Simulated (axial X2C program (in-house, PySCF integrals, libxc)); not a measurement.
**A two-component session on ZrC⁻: properties at the nuclei**

Wanted for ZrC⁻: properties at the nuclei, at the two-component level.

The runs use an in-house X2C program for linear molecules on PySCF integrals; two-component X2C with atomic mean-field terms, Zr dyall-acv3z, C dyall-av3z.

All values are calculated.

### Step 1. Set-up

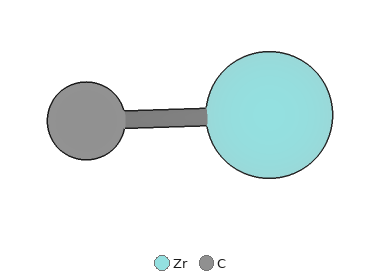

The two atoms at 1.940 Å (zirconium light teal, carbon grey).

task.json reads:

```json
{
 "zs": [
  40,
  6
 ],
 "q": -1,
 "bas": [
  "dyall-acv3z",
  "dyall-av3z"
 ],
 "r0": 1.94,
 "levels": [
  "PBE0",
  "HF",
  "BP86",
  "PBE",
  "B3LYP"
 ],
 "nst": 3
}
```

Keys: zs atomic numbers; q charge; bas basis sets; r0 starting distance in Å; levels methods (HF also brings MP2); nst determinants followed.

Launch:

```bash
$ python soeom.py task.json out
```

The runs that follow: Expectation values, lowest determinant; Expectation values, a higher determinant; Expectation values, a higher determinant.

Q: Predict the outcome of this session. Wanted: lowest determinant; Eeff magnitude; Ws magnitude Zr; A∥/gI Zr; qzz Zr; higher determinant (for each run or level that gives them).

**Answer**, as computed:

| quantity | value |
| --- | --- |
| lowest determinant | Ω = 1/2 (excess of +ω over −ω: ω = 1/2) |
| Eeff magnitude (GV/cm), PBE0 | 2.14 |
| Ws magnitude Zr (kHz), PBE0 | 2.02 |
| A∥/gI Zr (MHz), PBE0 | 2130 |
| qzz Zr (a.u.), PBE0 | -3.25 |
| higher determinant | Ω = 3/2 (excess of +ω over −ω: ω = 3/2) |
| Eeff magnitude (GV/cm), PBE0, higher determinant | 0.169 |
| Ws magnitude Zr (kHz), PBE0, higher determinant | 0.0957 |
| A∥/gI Zr (MHz), PBE0, higher determinant | 140 |
| qzz Zr (a.u.), PBE0, higher determinant | -3.27 |
| higher determinant | Ω = 1/2 (excess of +ω over −ω: 2 × ω = -1/2, ω = 3/2) |
| Eeff magnitude (GV/cm), PBE0, higher determinant | 2.1 |
| Ws magnitude Zr (kHz), PBE0, higher determinant | 1.77 |
| A∥/gI Zr (MHz), PBE0, higher determinant | -1220 |
| qzz Zr (a.u.), PBE0, higher determinant | -1.00 |

**Reading.** In the first state, the effective field runs from 0.0261 to 2.16 GV/cm over the mean-field levels, so the levels don't agree on it. The expectation values come from single determinants, which for open shells can mix terms of unlike spin or miss the lowest Ω, so a determinant need not be a state. Eeff is the effective electric field on the electron dipole moment in this Ω state and Ws the scalar–pseudoscalar constant (defined with the proton number Z and per Ω); A∥ is the parallel hyperfine constant, which follows by multiplying with the nuclear g factor gI = μI/(I μN); qzz is the electric field gradient, eQq0 = 234.96 MHz × Q/barn × qzz. The operators were transformed with the bare-nucleus X2C matrices.
